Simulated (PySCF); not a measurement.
## Electronic structure of C7H7FS2Si in real space

The calculation's input:

```
{"job": {"xc": "PBE0", "basis": "6-31G*", "kind": "nmr", "pop": true}, "charge": 0, "multiplicity": 1}
C     -1.194679     1.585549     0.893659
C     -0.459498     0.457884     0.253652
C     -1.006872    -0.634530    -0.361706
Si    -2.790920    -1.154614    -0.643158
S      0.212927    -1.736356    -0.977206
C      1.475166    -0.714504    -0.400799
C      2.887049    -0.718166    -0.402582
F      3.630581    -1.691631    -0.947119
C      3.419430     0.372622     0.208090
S      2.209059     1.448567     0.810629
C      0.953985     0.407445     0.227687
H     -0.842704     2.532597     0.486176
H     -0.998012     1.593455     1.965610
H     -2.263584     1.500558     0.731203
H     -3.031688    -2.381968     0.116806
H     -3.689148    -0.092172    -0.193976
H     -2.966446    -1.398430    -2.074852
H      4.457027     0.604701     0.337821
```

Command:

```sh
OMP_NUM_THREADS=1 python ens_run.py task.json out
```

Geometry: GFN2-xTB.

Computed with PySCF 2.14.0, PBE0/6-31G*, SCF density, gas phase, non-relativistic.

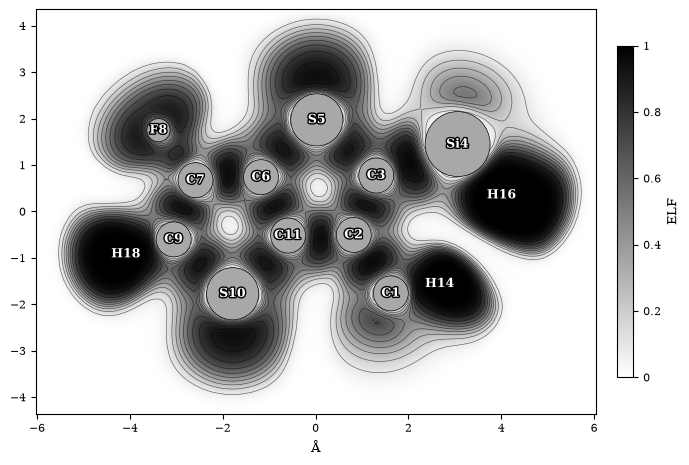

Figure 1. Electron localisation function on the plane of atoms C1, C2 and C3. Grey discs cover the atomic cores.

What does the map show?

The plane passes through C, Si, S, F and H nuclei.
C–F (1.34 Å): the ELF peaks at about 0.85 between the atoms: a polar covalent bond.
C–C (1.36 Å): the ELF peaks at about 0.95 between the atoms, as expected for localised, covalent bonding.
C–S (1.72 Å): the ELF peaks at about 0.90 between the atoms: a covalent bond.
C–Si (1.88 Å): the ELF peaks at about 0.95 between the atoms, as expected for a shared electron pair.
C–H (1.07 Å): the ELF climbs to about 1 towards the hydrogen, as it does in any bond to H: an ordinary covalent bond to hydrogen.
The ELF also peaks beside S10, F8 and S5, away from the bonds: lone-pair regions.

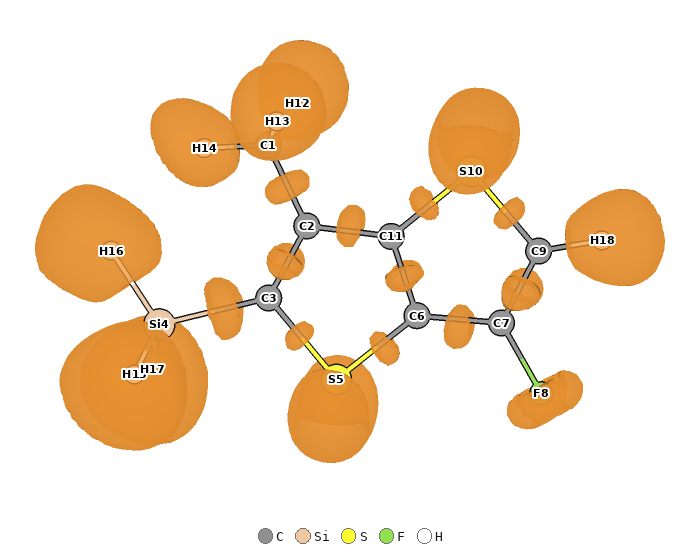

Figure 2. Isosurface of the electron localisation function at 0.85 (orange), seen across its widest extent. Only the valence region is drawn (cores and ρ < 0.01 e/Å³ removed).

Identify the bonds, lone pairs and shells in this picture.

The ELF exceeds this value in six regions between bonded C–C atoms (shared pairs), four regions between bonded C–S atoms (shared pairs), one region between bonded C–Si atoms (shared pairs), seven regions around hydrogen nuclei, two lobes on S, pointing away from the bonds (lone pairs, which may merge into one lobe) and one region wrapped around F (its lone pairs, merged into a ring or cap).

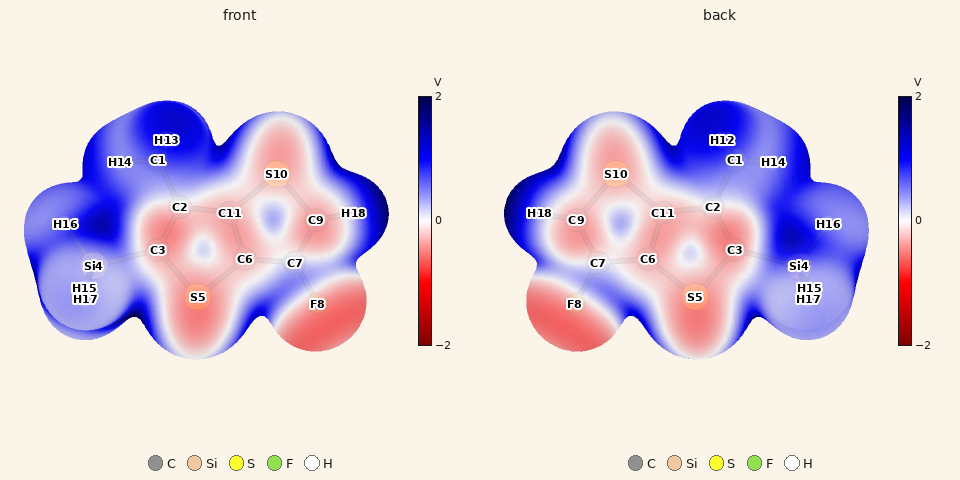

Figure 3. The molecular electrostatic potential painted on the density surface at 0.004 e/bohr³, seen from the front and from behind; the colour scale runs from red (negative) to blue (positive).

Describe the electrostatic potential map.

The most negative region (about −0.6 V, or −14 kcal/mol for a unit charge) lies over F8, the most positive (about +1.8 V, or +42 kcal/mol for a unit charge) over Si4 and H18.

How polar is the molecule by this calculation?

Its dipole moment is 1.82 D.
